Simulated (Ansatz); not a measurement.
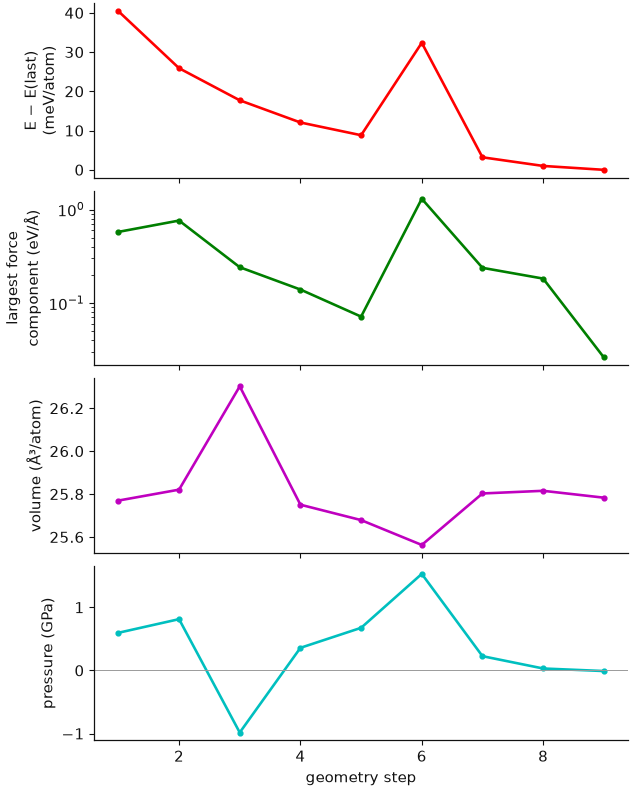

History of a geometry optimisation. Atoms and cell relax. A closing SCF on a freshly chosen basis isn't drawn.

The run: Bi3F (P4/mmm, 4 atoms in the cell), by DFT PBE, scalar-relativistic, plane waves, PAW (Ansatz); cutoff 420 eV, 4×4×4 k-mesh, Gaussian smearing of 0.1 eV.

### How did it end, and what did it gain?

The optimisation met its thresholds at geometry 9, counting the start as the first. The energy fell by about 40 meV/atom from the first step to the last. Step 6 went uphill and was rejected by the line search. The largest force component goes from about 0.58 eV/Å at the start to 0.026 eV/Å at the end, with a peak of 1.3 eV/Å at step 6.

### What happens to the cell?

The volume grows from 25.77 to 25.78 Å³ per atom (+0.1 %), overshooting to 26.30 at step 3, as the pressure goes from 0.6 GPa to about 0 GPa.

### By which step was nine tenths of the energy gained?

By step 7 of 9.
